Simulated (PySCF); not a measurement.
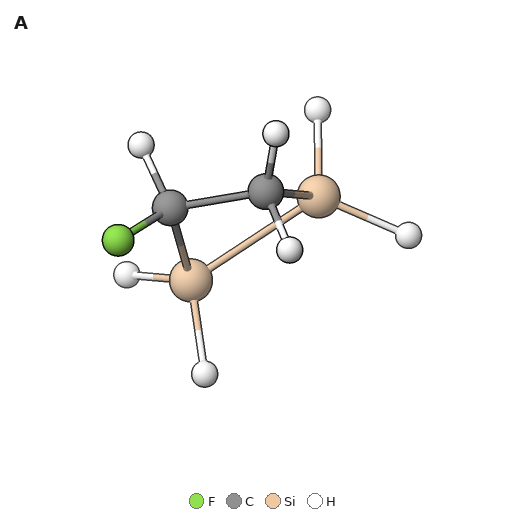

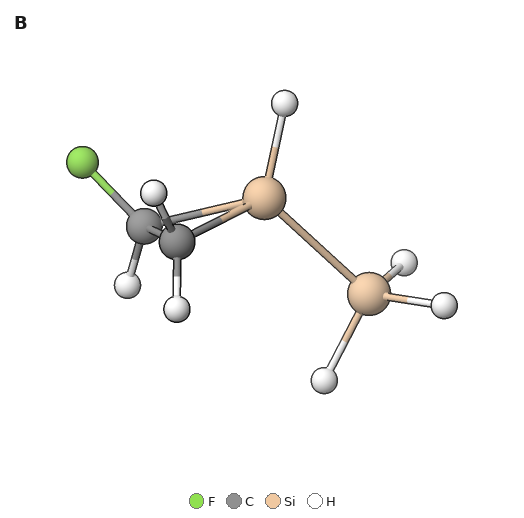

2 stationary structures of one formula. Geometries: PBE0-D3(BJ)/def2-SVP. Electronic energies: PBE0/STO-3G (PySCF 2.14.0), without zero-point energy. No frequency run is at hand to confirm each as a minimum.

Which is lowest in energy, and by how much?

A is lowest; B lies 22.2 kcal/mol above it. A is `F[C@H]1C[SiH2][SiH2]1`, B is `F[C@@H]1C[Si@H]1[SiH3]`.
